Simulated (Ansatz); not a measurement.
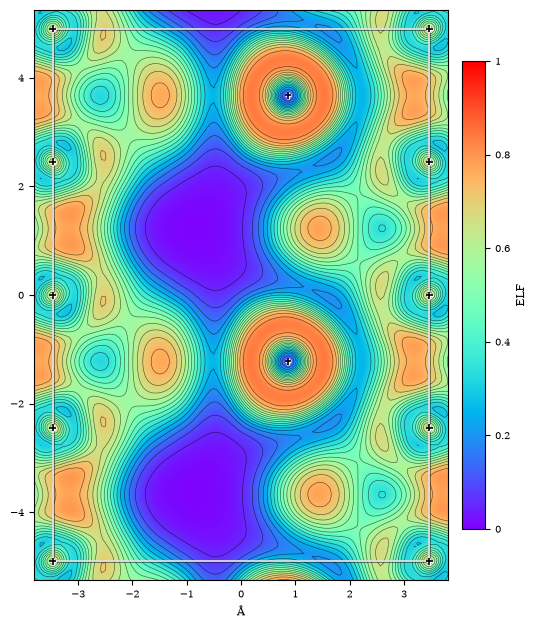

The electron localisation function on a plane through atoms (crosses mark nuclei in the plane).

Theory: DFT PBE, scalar-relativistic, plane waves, PAW in Ansatz 0.2.0.

Candidates:
A. AlGa2As3, a = 4.79 Å, b = 4.79 Å, c = 9.63 Å, α = 90.00°, β = 90.00°, γ = 120.00°. Space group P-6m2; a structure generated by program, which may or may not match a known phase.
B. Si4C, a = 6.93 Å, b = 6.93 Å, c = 6.93 Å, α = 90.00°, β = 90.00°, γ = 90.00°. Space group F-43m; a structure generated by program, which may or may not match a known phase.
C. Y2SiO, a = 5.41 Å, b = 5.41 Å, c = 3.55 Å, α = 90.00°, β = 90.00°, γ = 120.00°. Space group P6/mmm; a structure generated by program, which may or may not match a known phase.

Q: Which candidate gave the map?

A: Candidate B: Si4C on the (011) plane of the conventional cell, which holds Si and C. Si–Si (2.46 Å): the ELF peaks at about 0.75 between the atoms. Si–C (2.87 Å): the ELF is about 0.25 at the midpoint (no localised pair shows between them).
